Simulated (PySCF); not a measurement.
## A study: H₄Sn, SMILES `[SnH4]`

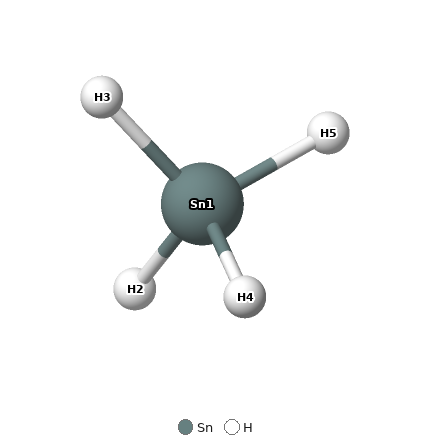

The molecule, with its atoms numbered as below. No frequency check shows the geometry to be a minimum.

Cartesian coordinates (Å):

```
Sn1     -0.0000    0.0000    0.0000
H2      -0.9460   -1.2436   -0.4929
H3      -0.9460    1.2436    0.4929
H4       0.9462   -0.4930    1.2435
H5       0.9462    0.4930   -1.2435
```

## 1. Bonding charge

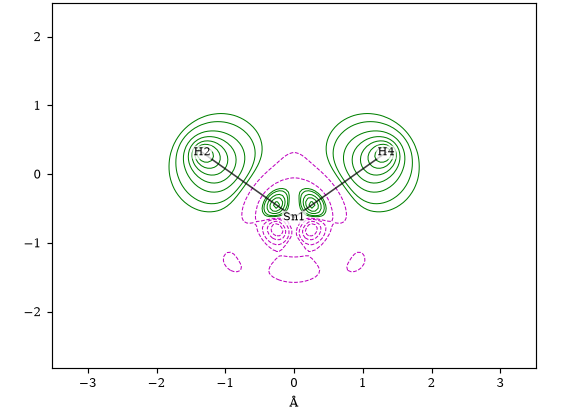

Deformation density (molecule less spherical, spin-averaged free atoms) in the plane of Sn1, H2 and H4; contours at ±0.05 to ±0.8 e/Å³; solid green lines: gain, dashed magenta lines: loss.

Level of theory: PBE0/def2-TZVP (PySCF), at a geometry from GFN2-xTB. Core potentials replace the inner electrons of Sn; spin–orbit coupling isn't included.

**How much density has each bond in this plane gained at its critical point, relative to the free atoms?**

Sn1–H2 and Sn1–H4: +0.24 e/Å³ at the bond critical point (bond length 1.64 Å, Mayer order 1.0). In all, 1.1 electrons gather in the regions of gain relative to the promolecule.

**Where do the Hirshfeld charges lie?**

The highest Hirshfeld charge is on Sn1 (+0.38 e), the lowest on H2, H3, H4 and H5 (−0.10 e).

```tsv
atom	charge (e)
Sn1	+0.38
H2	−0.10
H3	−0.10
H4	−0.10
H5	−0.10
```

## 2. Bond critical points

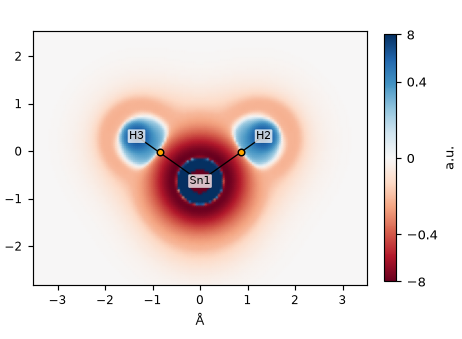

Negative Laplacian of the density (−∇²ρ) in the plane of Sn1, H2 and H3 (blue positive, red negative, colour scale in a.u., logarithmic beyond ±0.04), with bond paths and bond critical points (dots).

**Sort the bonds in the plane by the sign of ∇²ρ at their critical points.**

At none is it concentrated. Depleted (∇²ρ > 0): Sn1–H2 and Sn1–H3 (+0.10 a.u., H = −0.072).

**Where along Sn1–H2 does the critical point lie?**

1.04 Å from Sn1 and 0.59 Å from H2.

## 3. Electrostatic potential

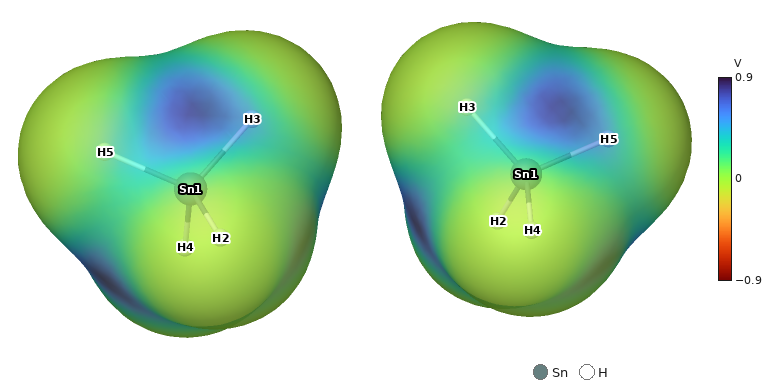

Electrostatic potential on the surface of electron density 0.001 a.u. (back view left, front view right).

**Where are the extremes of the potential on the surface?**

Highest: 0.82 V, near Sn1 (2.20 Å), H3 (2.21 Å), H5 (2.26 Å) and H2 (2.33 Å). Lowest: −0.05 V, 1.5 Å from H5, and at like points elsewhere. The surface is sampled at points, so like sites can differ by a few per cent and only the strongest of them is named.

**What volume does the surface enclose, and what is the dipole moment?**

About 74 Å³; the dipole moment is 0.0 D.

## 4. In an electric field

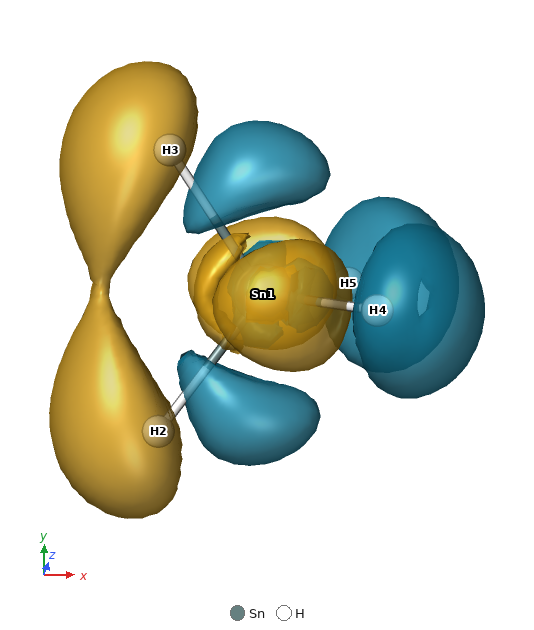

Change of the electron density in a uniform field of 0.21 V/Å, surfaces at ±0.0015 e/Å³ (yellow: gain, teal: loss).

Level of theory: PBE0/def2-TZVP (PySCF), at a geometry from GFN2-xTB. Core potentials replace the inner electrons of Sn; spin–orbit coupling isn't included. A basis without diffuse functions makes polarisabilities too small.

**Along which Cartesian direction does the field point?**

Along +x: electrons gather on the −x side, against the field.

**What dipole is induced, and what polarisability does it imply?**

The induced dipole is 0.39 D (along the field); α along this axis, from the fields in both directions, is 39 bohr³ (5.7 Å³).

**Which atoms gain and lose the most charge?**

Electrons gather most on H2 and H3 alike (Hirshfeld charge changes by −0.008 e) and leave H4 and H5 alike most (+0.008 e); 0.037 electrons are displaced in all.
